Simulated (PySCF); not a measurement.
**What a change does: NMR shielding calculation on C$_{5}$H$_{12}$FPSi**

System: C$_{5}$H$_{12}$FPSi, SMILES FC1CCP([SiH3])CC1.
Method of run 1: GIAO PBE0/pcSseg-1 NMR shielding, non-relativistic, IEF-PCM benzene (PySCF 2.14.0).

The geometry comes from this level: PBE0-D3(BJ)/def2-SVP. Text and figures count atoms from 1; the logs count them from 0 in places.

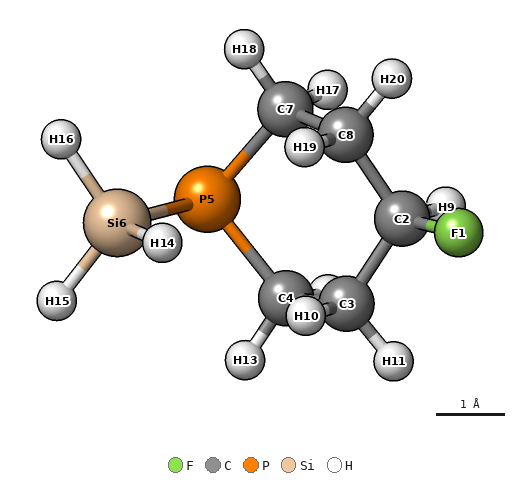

**Figure 1.** The input geometry (ball-and-stick view, seen at a tilt; atoms are numbered from 1 in the order of the input). Bond lengths as drawn: C–C 1.52 Å, C–F 1.38 Å, C–H 1.10 to 1.11 Å, C–P 1.87 Å, H–Si 1.50 Å and P–Si 2.26 Å.

Input, run 1:
```
{"job": {"kind": "nmr", "xc": "PBE0", "basis": "pcSseg-1", "solvent": "benzene", "pop": true}, "charge": 0, "multiplicity": 1}
F     -2.861825    -0.032765     1.137519
C     -1.922554    -0.160282     0.133567
C     -1.074618     1.097230     0.106558
C     -0.061868     1.107359    -1.032047
P      1.093941    -0.359389    -1.130510
Si     2.237851    -0.184440     0.814571
C     -0.125959    -1.719405    -0.735800
C     -1.126853    -1.428699     0.375464
H     -2.474740    -0.251697    -0.822320
H     -0.567564     1.188576     1.081635
H     -1.750678     1.964041     0.019892
H     -0.584124     1.137005    -2.004567
H      0.558265     2.017165    -0.998538
H      1.442778     0.008781     2.069370
H      3.167417     0.977952     0.672839
H      3.036140    -1.440553     0.960468
H     -0.658401    -1.920892    -1.682181
H      0.451216    -2.632160    -0.518671
H     -0.615898    -1.333600     1.348292
H     -1.838272    -2.265474     0.473419
```

The first line tells a small driver script what to run in PySCF; the rest is the geometry in Å.

Launched with:
```bash
OMP_NUM_THREADS=1 python <driver script> task.json out
```

Hardware: 1 CPU thread, shared host.

Output (run 1):
```
coarse grid: 17208 points
cycle   1  E = -927.7034987991  dE =  6.580e-01  |g| = 5.099e-01  |ddm| = 3.938e+00
cycle   2  E = -927.6848069702  dE =  1.869e-02  |g| = 6.385e-01  |ddm| = 8.825e-01
cycle   3  E = -927.7536996809  dE = -6.889e-02  |g| = 4.816e-02  |ddm| = 4.960e-01
cycle   4  E = -927.7540117297  dE = -3.120e-04  |g| = 2.413e-02  |ddm| = 5.229e-02
cycle   5  E = -927.7541320669  dE = -1.203e-04  |g| = 6.605e-03  |ddm| = 2.596e-02
cycle   6  E = -927.7541420748  dE = -1.001e-05  |g| = 1.835e-03  |ddm| = 9.266e-03
cycle   7  E = -927.7541428366  dE = -7.619e-07  |g| = 3.204e-04  |ddm| = 1.920e-03
final grid: 155960 points
cycle   8  E = -927.8100349342  dE = -5.072e-05  |g| = 9.157e-03  |ddm| = 3.518e-02
cycle   9  E = -927.8100172255  dE =  1.771e-05  |g| = 1.288e-02  |ddm| = 1.835e-02
cycle  10  E = -927.8100551392  dE = -3.791e-05  |g| = 1.005e-03  |ddm| = 1.111e-02
cycle  11  E = -927.8100553013  dE = -1.621e-07  |g| = 2.870e-04  |ddm| = 1.173e-03
cycle  12  E = -927.8100553141  dE = -1.287e-08  |g| = 6.608e-05  |ddm| = 2.972e-04
cycle  13  E = -927.8100553151  dE = -9.206e-10  |g| = 1.810e-05  |ddm| = 9.353e-05
converged SCF energy = -927.8100553151

GIAO shielding tensors (ppm)
atom      isotropic    diamagn.    paramagn.     s11        s22        s33       span
  0 F      368.975     472.064    -103.090    336.795    377.786    392.343     55.549
  1 C       92.000     245.527    -153.527     59.442     70.906    145.652     86.210
  2 C      152.416     247.664     -95.248    144.136    151.006    162.106     17.969
  3 C      165.207     252.174     -86.967    153.948    167.384    174.289     20.340
  4 P      447.093     966.686    -519.594    406.840    454.437    480.000     73.160
  5 Si     434.486     879.783    -445.297    409.839    421.577    472.042     62.204
  6 C      164.906     252.485     -87.579    153.827    167.123    173.769     19.942
  7 C      152.177     247.973     -95.796    144.084    150.996    161.453     17.369
  8 H       27.162      30.468      -3.307     23.849     27.779     29.857      6.008
  9 H       29.585      31.041      -1.456     26.204     29.343     33.208      7.004
 10 H       29.142      29.395      -0.253     24.162     27.568     35.695     11.533
 11 H       29.362      30.717      -1.355     23.920     27.893     36.273     12.353
 12 H       29.628      30.822      -1.193     24.412     27.210     37.262     12.851
 13 H       26.699      28.904      -2.205     22.575     26.656     30.867      8.292
 14 H       27.498      28.666      -1.167     24.117     24.962     33.416      9.298
 15 H       27.505      28.681      -1.176     24.127     25.035     33.353      9.226
 16 H       29.369      30.504      -1.135     23.970     27.882     36.254     12.284
 17 H       29.623      30.395      -0.772     24.415     27.196     37.259     12.843
 18 H       29.630      30.821      -1.191     26.276     29.413     33.202      6.926
 19 H       29.139      28.925       0.214     24.166     27.559     35.693     11.528
```

The input of run 2 differs as follows (lines with − go, lines with + come):
```diff
-"solvent": "benzene"
-"pop": true
+"solvent": "dimethylsulfoxide"
+"pop": false
```

What does this change do to the results?

The total energy of run 2 is 2.5 kcal/mol lower: the change of the electrostatic solvation energy at this fixed geometry, without cavity or dispersion terms. The LUMO goes from 0.36 to 0.44 eV. The dipole moment goes from 0.82 to 0.93 D. Of all shieldings, the largest change is that of F1, by +4.8 ppm. The SCF takes 12 iterations against 13.

Output (run 2):
```
coarse grid: 17208 points
cycle   1  E = -927.7084734171  dE =  6.534e-01  |g| = 5.063e-01  |ddm| = 3.937e+00
cycle   2  E = -927.6910948274  dE =  1.738e-02  |g| = 6.267e-01  |ddm| = 8.495e-01
cycle   3  E = -927.7576924829  dE = -6.660e-02  |g| = 4.494e-02  |ddm| = 4.667e-01
cycle   4  E = -927.7579555194  dE = -2.630e-04  |g| = 2.355e-02  |ddm| = 4.905e-02
cycle   5  E = -927.7580708483  dE = -1.153e-04  |g| = 6.019e-03  |ddm| = 2.467e-02
cycle   6  E = -927.7580790366  dE = -8.188e-06  |g| = 1.697e-03  |ddm| = 8.213e-03
final grid: 155960 points
cycle   7  E = -927.8139454839  dE = -4.710e-05  |g| = 1.062e-02  |ddm| = 3.545e-02
cycle   8  E = -927.8139222131  dE =  2.327e-05  |g| = 1.489e-02  |ddm| = 2.118e-02
cycle   9  E = -927.8139724714  dE = -5.026e-05  |g| = 9.951e-04  |ddm| = 1.240e-02
cycle  10  E = -927.8139726286  dE = -1.572e-07  |g| = 2.856e-04  |ddm| = 1.103e-03
cycle  11  E = -927.8139726409  dE = -1.229e-08  |g| = 6.991e-05  |ddm| = 2.695e-04
cycle  12  E = -927.8139726419  dE = -9.743e-10  |g| = 2.106e-05  |ddm| = 8.786e-05
converged SCF energy = -927.8139726419

GIAO shielding tensors (ppm)
atom      isotropic    diamagn.    paramagn.     s11        s22        s33       span
  0 F      373.774     472.736     -98.962    340.950    384.183    396.189     55.239
  1 C       91.639     246.082    -154.443     58.070     70.173    146.673     88.603
  2 C      152.629     247.817     -95.189    144.041    151.275    162.569     18.528
  3 C      165.798     252.102     -86.303    153.902    168.519    174.974     21.073
  4 P      449.215     966.998    -517.783    406.155    458.162    483.328     77.173
  5 Si     434.418     879.794    -445.375    409.888    421.500    471.867     61.979
  6 C      165.500     252.387     -86.887    153.798    168.271    174.431     20.633
  7 C      152.403     248.148     -95.745    144.013    151.269    161.926     17.913
  8 H       26.976      30.398      -3.421     23.661     27.629     29.638      5.977
  9 H       29.562      31.097      -1.534     26.162     29.340     33.185      7.023
 10 H       29.107      29.356      -0.249     24.119     27.518     35.683     11.564
 11 H       29.227      30.562      -1.336     23.738     27.730     36.212     12.473
 12 H       29.549      30.691      -1.142     24.239     27.129     37.280     13.041
 13 H       26.669      28.903      -2.234     22.536     26.652     30.820      8.284
 14 H       27.534      28.723      -1.189     24.154     25.005     33.443      9.290
 15 H       27.537      28.733      -1.196     24.158     25.074     33.379      9.221
 16 H       29.233      30.339      -1.106     23.788     27.719     36.192     12.404
 17 H       29.549      30.255      -0.705     24.247     27.122     37.280     13.033
 18 H       29.605      30.873      -1.267     26.231     29.407     33.178      6.947
 19 H       29.104      28.874       0.230     24.122     27.509     35.682     11.561
```

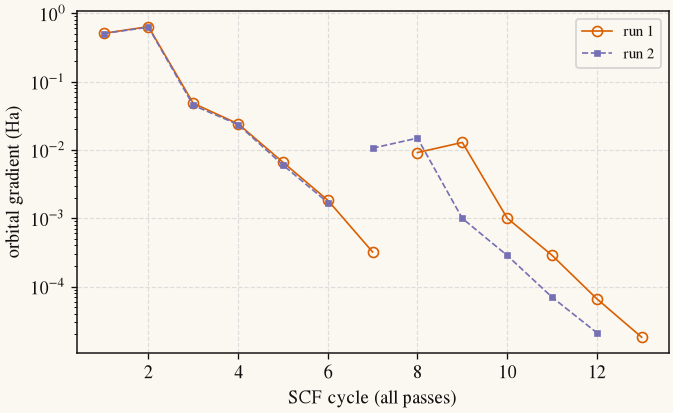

**Figure 2.** Convergence of the two runs: orbital gradient against the SCF cycle. A break in a curve parts two SCF passes (coarse and final grid). Run 1 takes 13 cycles in all, and run 2 takes 12.

The two runs side by side:

| quantity | run 1 | run 2 |
| --- | --- | --- |
| outcome | converged | converged |
| total energy (hartree) | −927.810055 | −927.813973 |
| HOMO (eV) | −6.69 | −6.69 |
| LUMO (eV) | 0.36 | 0.44 |
| dipole moment (D) | 0.82 | 0.93 |
| shielding of F1 (ppm) | 369.0 | 373.8 |
| shielding of C2 (ppm) | 92.0 | 91.6 |
| shielding of C3 (ppm) | 152.4 | 152.6 |
| shielding of C4 (ppm) | 165.2 | 165.8 |
| shielding of P5 (ppm) | 447.1 | 449.2 |
| shielding of C7 (ppm) | 164.9 | 165.5 |
| shielding of C8 (ppm) | 152.2 | 152.4 |
| SCF iterations | 13 | 12 |
| basis functions | 210 | 210 |
| wall time (shared host) | 38 s | 34 s |
